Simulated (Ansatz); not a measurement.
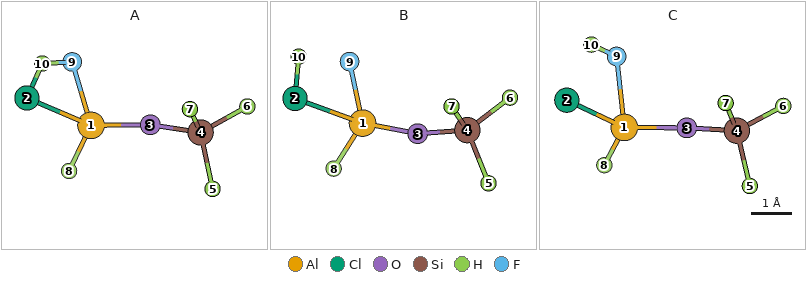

3 geometries from a converged minimum-energy path of AlSiH₅OClF, shuffled. The picture is a ball-and-stick view, seen at a tilt.

These are results of RKS PBE0-D4/6-31G* (Ansatz), not measurements. Run with 7 movable images; climbing image; force threshold 0.03 eV/Å; iteration limit 56; starting path through a guess of the saddle point.

> Which frame is the transition state?

A. In order along the path, whose images run from 0 to 8: C (image 2, +0.1 kJ/mol), A (image 5, +23.1 kJ/mol), B (image 8, +12.5 kJ/mol). A hydrogen atom shifts from one atom to another. Breaking: F9–H10 (0.96 → 1.27 at the top → 2.09 Å). Forming: Cl2–H10 (2.24 → 1.48 at the top → 1.30 Å).

Cost: 18 min on 2 threads of Arm Neoverse N1, with other jobs on the host, peak memory 0.23 GiB.
